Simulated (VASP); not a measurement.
Band structure of TiB₂ (AlB2 type). Calculation: vdW-DF-cx, VASP's PBE PAW potentials (set 64) (plane waves; VASP).

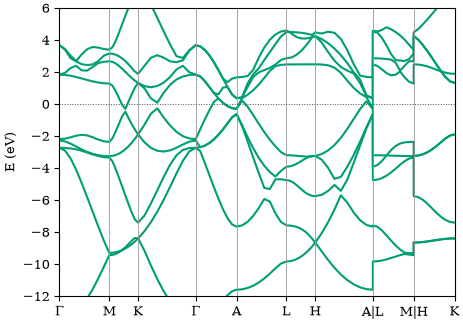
Fig. 1. Bands along high-symmetry lines, zero at the valence-band maximum or, without a gap, the Fermi level

Read the plot: is there a gap, and where are the band edges?

It has no gap at this level: it comes out as a metal or semimetal. (Edges off the drawn lines would not show.)

The compound is TiB2 in the AlB2 type structure. It was relaxed first.
